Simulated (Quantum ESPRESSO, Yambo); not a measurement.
# A GW chain in Yambo: PbO (P4/nmm), part 3 of 3

How does a plane-wave GW calculation on PbO (P4/nmm) run from the first input to the gap?

Quantum ESPRESSO 7.5 and Yambo 5.3.0; PBE and many-body steps on it, plane waves. Known limits of the many-body steps: not at the basis limit; no spin-orbit coupling; coarse k mesh.

So far. Step 3 (Bands along the symmetry lines): The gap is 1.139 eV, −0.001 eV from the run before at this level. Step 4 (Empty states on the mesh, 4×4×2 mesh, 163 bands): On this mesh the gap is 1.140 eV.

The database entry behind the starting cell differs from later determinations by our own check (c about 1 % long), so it need not match the best structure at ambient conditions.

### 6. Screening and self-energy, 4×4×2 mesh, 163 bands, screening to 156.5 eV

Now the one-shot GW correction: screening in the RPA, then the self-energy of the levels asked for.

This step: G0W0 on PBE, plane waves, norm-conserving pseudopotentials.

Contents of gw1.in:

```
HF_and_locXC
gw0
dyson
ppa
em1d
rim_cut
RandQpts= 1000000
RandGvec= 1 RL
EXXRLvcs= 76 Ry
VXCRLvcs= 304 Ry
Chimod= "HARTREE"
% BndsRnXp
 1 | 163 |
%
NGsBlkXp= 11.5 Ry
% LongDrXp
 1 | 1 | 1 |
%
% GbndRnge
 1 | 163 |
%
DysSolver= "n"
ExtendOut
PPAPntXp= 27.21138 eV
% QPkrange
 1 | 1 | 27 | 30 |
 11 | 11 | 27 | 30 |
%
```

Command:

```console
> OMP_NUM_THREADS=1 mpirun -n 8 yambo -F gw1.in -J gw1 -C gw1 > gw1.log
```

What it wrote:

```text
 Yambo, version 5.3.0

 [02] CORE Variables Setup
 =========================

  [... cell, symmetries and grids as in the set-up ...]

  [02.05] Energies & Occupations
  ==============================

  [X] === General ===
  [X] Electronic Temperature                        :  0.000000  0.000000 [eV K]
  [X] Bosonic    Temperature                        :  0.000000  0.000000 [eV K]
  [X] Finite Temperature mode                       : no
  [X] El. density                                   :  0.70435E+24 [cm-3]
  [X] Fermi Level                                   :  10.49037 [eV]

  [X] === Gaps and Widths ===
  [X] Conduction Band Min                           :  1.140335 [eV]
  [X] Valence Band Max                              :  0.000000 [eV]
  [X] Filled Bands                                  :  28
  [X] Empty Bands                                   :   29  163
  [X] Direct Gap                                    :  2.139708 [eV]
  [X] Direct Gap localized at k                     :  11
  [X] Indirect Gap                                  :  1.140335 [eV]
  [X] Indirect Gap between kpts                     :   1  11
  [X] Last valence band width                       :  1.733892 [eV]
  [X] 1st conduction band width                     :  2.397837 [eV]

 [03] Transferred momenta grid and indexing
 ==========================================

 IBZ Q-points                                      :  12
 BZ  Q-points                                      :   32

 K/Q-points units:
 rlu = crystal or reduced units; cc = cartesian coordinates; iku = interal k-units

 Q [ 1]         [rlu]:  0.000000  0.000000  0.000000
 Q [ 2]         [rlu]:  0.000000  0.000000 -0.500000
 Q [ 3]         [rlu]:  0.000000  0.250000  0.000000
 Q [ 4]         [rlu]:  0.000000  0.250000 -0.500000
 Q [ 5]         [rlu]:  0.000000 -0.500000  0.000000
 Q [ 6]         [rlu]:  0.000000 -0.500000 -0.500000
 Q [ 7]         [rlu]:  0.250000  0.250000  0.000000
 Q [ 8]         [rlu]:  0.250000  0.250000 -0.500000
 Q [ 9]         [rlu]:  0.250000 -0.500000  0.000000
 Q [10]         [rlu]:  0.250000 -0.500000 -0.500000
 Q [11]         [rlu]: -0.500000 -0.500000  0.000000
 Q [12]         [rlu]: -0.500000 -0.500000 -0.500000

 [04] Coloumb potential Random Integration (RIM)
 ===============================================

  [04.01] RIM initialization
  ==========================

  * Diagonal components only detected *

  8 x (sBL volume)        :  0.115581 [a.u.]
  sBZ random points       :  1000000
  Points outside the sBZ  :   7992674
  RL volume               :  0.462322 [a.u.]
  Integrated volume       :  0.462746 [a.u.]

  [04.02] RIM integrals
  =====================

  Gamma point sphere radius             :  0.088358 [a.u.]
  Points outside the sphere             :   799859
  [Int_sBZ(q=0) 1/q^2]*(Vol_sBZ)^(-1/3) =:  7.508321
                                 should be <:  7.795600

  Summary of Coulomb integrals for non-metallic bands |Q|[au] RIM/Bare

  Q [1] 0.100000E-4 0.963149 * Q [3] 0.209906 0.939180
  Q [7] 0.296853 0.985912 * Q [2] 0.327901 1.190425
  Q [4] 0.389333 1.098551 * Q [5] 0.419813 0.988250
  Q [8] 0.442313 1.058096 * Q [9] 0.469365 0.992508
  Q [6] 0.532693 1.023701 * Q [10] 0.572558 1.017510
  Q [11] 0.593705 0.996346 * Q [12] 0.678237 1.008321

 [05] Dipoles
 ============

  [05.01] Setup: observables and procedures
  =========================================

  [WARNING] [x,Vnl] slows the Dipoles computation. To neglect it rename the ns.kb_pp file

 [06] Dynamic Dielectric Matrix (PPA)
 ====================================

 [SLK-Inversion]  Pools        :  2
 [SLK-Inversion]  BLACS grid   :  2  2

 [WR./gw1//ndb.pp]---------------------------------------------------------------
  Brillouin Zone Q/K grids (IBZ/BZ)                :   12   32   12   32
  RL vectors                                       :   7421 [WF]
  Coulomb cutoff potential                         : none
  Electronic Temperature                           :  0.000000 [K]
  Bosonic    Temperature                           :  0.000000 [K]
  PPA    diel. fun.  energies                      : Perdew, Burke & Ernzerhof(X)+Perdew, Burke & Ernzerhof(C)
  wavefunctions                                    : Perdew, Burke & Ernzerhof(X)+Perdew, Burke & Ernzerhof(C)
  Global Gauge                                     : length
  X matrix size                                    :   379
  X band range                                     :    1  163
  X e/h energy range                               : -1.000000 -1.000000 [eV]
  X Time ordering                                  : R
  X Hxc Kernel                                     : HARTREE
  X Drude frequency                                :  0.000000  0.000000
  X poles                                          :  100.0000 [o/o]
  RL vectors in the sum                            :   7421
  [r,Vnl] included                                 : yes
  Field direction                                  :  0.577350E-5  0.577350E-5  0.577350E-5
  BZ energy Double Grid                            : no
  BZ energy DbGd points                            : 0
  BZ Q point size factor                           : -1.000000
  X Optical Averaged directions                    : none

 [07] Local Exchange-Correlation + Non-Local Fock
 ================================================

 [VXC] Plane waves :   48109
 [EXS] Plane waves :   6039

 QP @ state[ 1 ] K range:  1  1
 QP @ state[ 1 ] b range:  27  30
 QP @ state[ 2 ] K range:  11  11
 QP @ state[ 2 ] b range:  27  30

 [xc] Functional : Perdew, Burke & Ernzerhof(X)+Perdew, Burke & Ernzerhof(C)
 [xc] LIBXC used to calculate xc functional
  PP Number of Atomic Species                      :  2
  NLCC RL compoments                               :   48109
  PP Number of Atomic Species                      :  2
  NLCC RL compoments                               :   48109

 [xc] E_xc :  -38.90203 [Ha]
      E_xc :  -77.80406 [Ry]

  Local XC kind (lXC) : Perdew, Burke & Ernzerhof(X)+Perdew, Burke & Ernzerhof(C)
  Non-Local XC kind (nlXC) : Hartree-Fock

  Corrections @ K [1] :  [eV]
 <27|nlXC|27> = -24.38339  0.52307E-17 <27|lXC|27> = -19.64458  0.000000
 <28|nlXC|28> = -20.42661  0.12743E-16 <28|lXC|28> = -18.04754 -0.18882E-15
 <29|nlXC|29> = -8.474804 -0.83468E-18 <29|lXC|29> = -12.42385 -0.94408E-16
 <30|nlXC|30> = -6.816524 -0.32220E-17 <30|lXC|30> = -11.34141  0.000000

  Corrections @ K [11] :  [eV]
 <27|nlXC|27> = -24.98333  0.29297E-17 <27|lXC|27> = -20.40857  0.47204E-16
 <28|nlXC|28> = -24.98346 -0.38630E-17 <28|lXC|28> = -20.40857  0.000000
 <29|nlXC|29> = -6.808500 -0.12604E-17 <29|lXC|29> = -10.08601 -0.90352E-17
 <30|nlXC|30> = -6.808504  0.11006E-17 <30|lXC|30> = -10.08602  0.20652E-16

 [08] Dyson equation: Newton solver
 ==================================

  [08.01] G0W0 (W PPA)
  ====================

  [  GW  ] Bands range     :    1  163
  [GW/PPA] G damping       :  0.100000 [eV]

  QP @ state[ 1 ] K range:  1  1
  QP @ state[ 1 ] b range:  27  30
  QP @ state[ 2 ] K range:  11  11
  QP @ state[ 2 ] b range:  27  30

   Sc/G bands                                       :    1  163
   Sc/G damping                                     :  0.100000 ev
   Sc bands terminator                              : no
   Sx RL components                                 :   6039

   QP @ state[ 1 ] K range                          :  1  1
   QP @ state[ 1 ] b range                          :  27  30
   QP @ state[ 2 ] K range                          :  11  11
   QP @ state[ 2 ] b range                          :  27  30
   GF energies kind                                 : Perdew, Burke & Ernzerhof(X)+Perdew, Burke & Ernzerhof(C)
   GF WF`s kind                                     : Perdew, Burke & Ernzerhof(X)+Perdew, Burke & Ernzerhof(C)
   Xs energies kind                                 : Perdew, Burke & Ernzerhof(X)+Perdew, Burke & Ernzerhof(C)
   Xs WF`s kind                                     : Perdew, Burke & Ernzerhof(X)+Perdew, Burke & Ernzerhof(C)

 [11] Game Over & Game summary
```

Run time: 2.5 min. Hardware: 8 MPI ranks of Arm Neoverse V2, shared host; peak memory 4.7 GiB; 20 min of CPU time.

This step gave:

```yaml
g0w0_gap_on_the_points_computed: 1.229 eV
starting_gap_on_the_mesh: 1.140 eV
k_of_the_valence_top: 0, 0, 0
k_of_the_conduction_bottom: -0.5, -0.5, 0
least_direct_g0w0_gap_on_the_computed_points: 2.111 eV
z_at_the_valence_top: 0.7884
z_at_the_conduction_bottom: 0.8360
```

The gap on the mesh goes from 1.14 eV to 1.23 eV, a correction of +0.09 eV.

Limits: finite bands, cutoff and mesh; no spin-orbit coupling; coarse k mesh. v1 is the top filled band, c1 the lowest empty one. The levels before and after the correction (eV, zero at the valence-band top of each column):

```tsv
	conduction bottom	valence top
Kohn-Sham	1.14	0.00
G0W0	1.23	0.00
```

```tsv
	level	energy (eV)
Kohn-Sham	Γ v2	-1.604
Kohn-Sham	Γ v1	0.000
Kohn-Sham	Γ c1	2.410
Kohn-Sham	Γ c2	5.517
Kohn-Sham	(-0.5 -0.5 0) v2-v1	-0.999
Kohn-Sham	(-0.5 -0.5 0) c1-c2	1.140
G0W0	Γ v2	-1.602
G0W0	Γ v1	0.000
G0W0	Γ c1	2.828
G0W0	Γ c2	5.968
G0W0	(-0.5 -0.5 0) v2-v1	-0.882
G0W0	(-0.5 -0.5 0) c1-c2	1.229
```

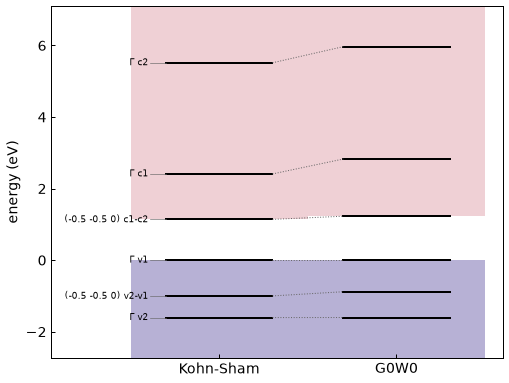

Levels before and after the correction. Shaded: valence and conduction bands.

### 7. Where the time went

Times are wall times on the hardware named with each run, good to a factor of about two.

```tsv
step	time	share	memory (GiB)
ground state	13 s	7 %	0.71
bands along the symmetry lines	7 s	4 %	0.6
empty states on the mesh	13 s	7 %	0.73
conversion and set-up	2.2 s	1 %	0.24
screening and self-energy	2.5 min	81 %	4.7
```

### 8. Outcome

```json
{
  "PBE gap": "1.14 eV, indirect",
  "G0W0 gap on the mesh": "1.23 eV",
  "GW settings": "4×4×2 mesh, 163 bands, screening to 156.5 eV, Godby-Needs plasmon pole",
  "known limits": "not at the basis limit; no spin-orbit coupling; coarse k mesh"
}
```

In words: G0W0 moves the gap on the mesh from 1.14 eV to 1.23 eV (+0.09 eV), with Z of 0.79 and 0.84 at the edges. Only 2 of the mesh's irreducible points were corrected, so a valley elsewhere could overtake. The dearest step here is «screening and self-energy». Bands and cutoff are finite, so the gap is not at the basis limit. The miss can reach some tenths of an eV and take either sign; the mesh is an error of its own. In the G0W0 run levels were corrected at 2 k points alone, so a gap called «on the mesh» is the least over those, and an edge elsewhere would be missed. The 4×4×2 mesh is coarse for this cell, which bears on the long-range parts of exchange and screening. The many-body steps are scalar-relativistic: spin-orbit coupling is not in them.

[Paths, hosts, dates, memory and timing lines, banners, echoed tables and standing remarks are left out of the program output.]

[Logs are printed without paths, hosts, clocks, repeated set-up lines and the standing remarks that a program may print on its own settings, such as how far it seeks lower states.]

[Runs of the session that timed out or met a known fault of the program may be left out.]

[Hosts, paths, dates, database ids (printed as entryN), source tags and the programs' standing remarks are cut or masked in the printed files.]
